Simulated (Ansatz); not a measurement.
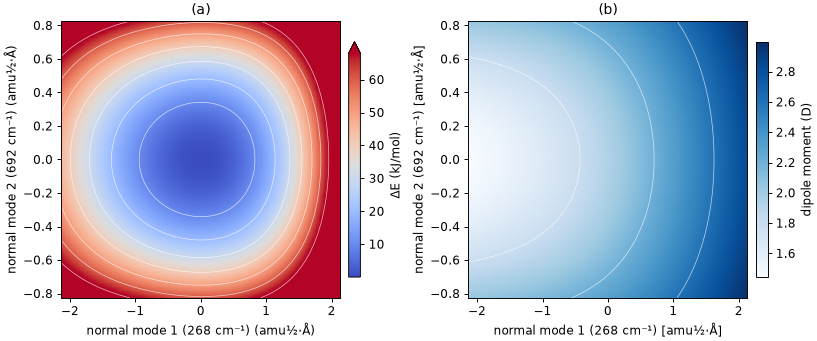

SeF2. 
- Coordinates scanned: (1) normal mode 1 (268 cm⁻¹); (2) normal mode 2 (692 cm⁻¹).
- Nothing is relaxed (straight displacements along the two mass-weighted modes).
- The scan uses a 15 × 15 grid; 120 points were computed and 105 follow by symmetry.
- All energies are given in kJ/mol relative to the lowest grid point.
- Level of theory: Ansatz 0.2.0, RKS PBE0-D4/def2-TZVP.

Panel (a) is the energy; panel (b) is the computed dipole moment, in D.

In the figure: a smooth colour map with a few white contour lines, one colour for all values above the top of the scale. Between grid points the surface is interpolated.

### How does the dipole moment vary over the map, and what is it at the lowest grid point?

Leaving out the highest fifth of the energies, it runs from 1.44 D at normal mode 1 (268 cm⁻¹) = −2.131 amu½·Å, normal mode 2 (692 cm⁻¹) = 0.000 amu½·Å to 2.71 D at normal mode 1 (268 cm⁻¹) = 1.827 amu½·Å, normal mode 2 (692 cm⁻¹) = −0.236 amu½·Å. At the lowest grid point, normal mode 1 (268 cm⁻¹) = 0.000 amu½·Å, normal mode 2 (692 cm⁻¹) = 0.000 amu½·Å, it is 1.94 D.
